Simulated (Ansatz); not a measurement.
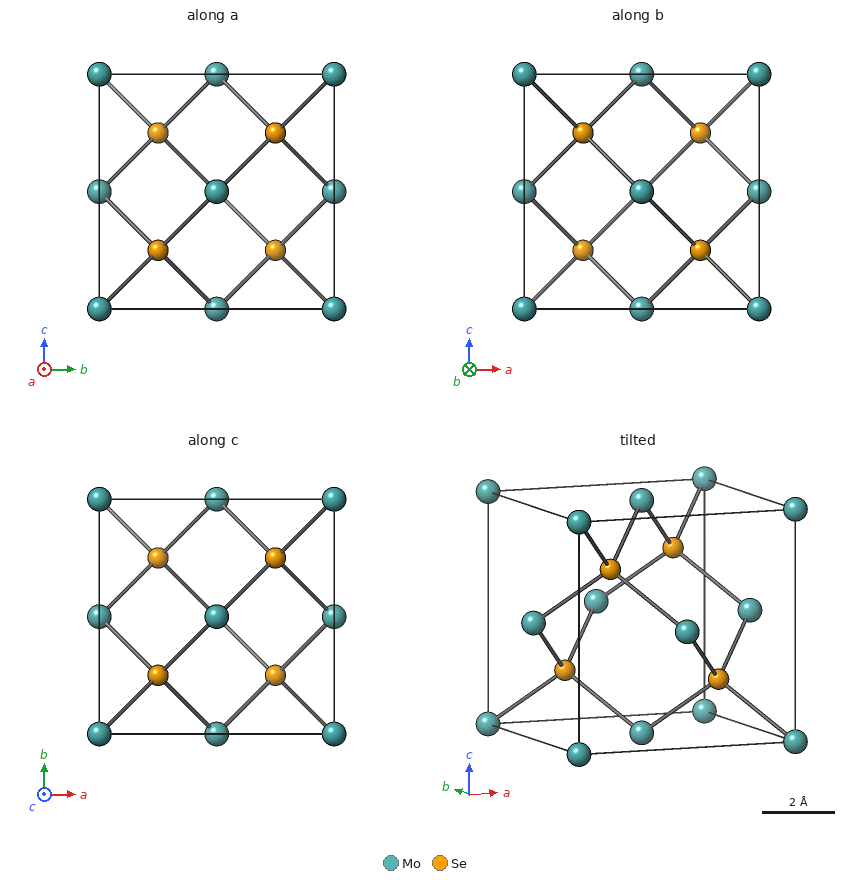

Drawn in the ball-and-stick manner and seen along the a axis, along the b axis, along the c axis and slightly off an axis. The box is the conventional unit cell; atoms on or close to its faces, edges and corners are drawn wherever they repeat.

Lattice parameters: a = 6.575 Å, b = 6.575 Å, c = 6.575 Å, α = 90.00°, β = 90.00°, γ = 90.00°. Put a along x and b in the xy plane.

### Set out the cell and atoms as a POSCAR file.

```
Mo Se
1.0
     6.575    0.000    0.000
     0.000    6.575    0.000
     0.000    0.000    6.575
Mo Se
4 4
Direct
  0.0000 0.0000 0.0000
  0.0000 0.5000 0.5000
  0.5000 0.0000 0.5000
  0.5000 0.5000 0.0000
  0.2500 0.2500 0.7500
  0.2500 0.7500 0.2500
  0.7500 0.2500 0.2500
  0.7500 0.7500 0.7500
```

Provenance: a structure type filled with these elements by a generator (whether the compound takes this form wasn't checked). Earlier steps of the study, as a rule a relaxation of our own, may have changed the cell and positions, so they can lie some per cent off the listed ones. It was run through Ansatz as a DFT input.

At this level of theory the run's own cell isn't at rest (stretched, at -5 GPa), so its distances can differ from those at equilibrium, the more so the softer the solid.
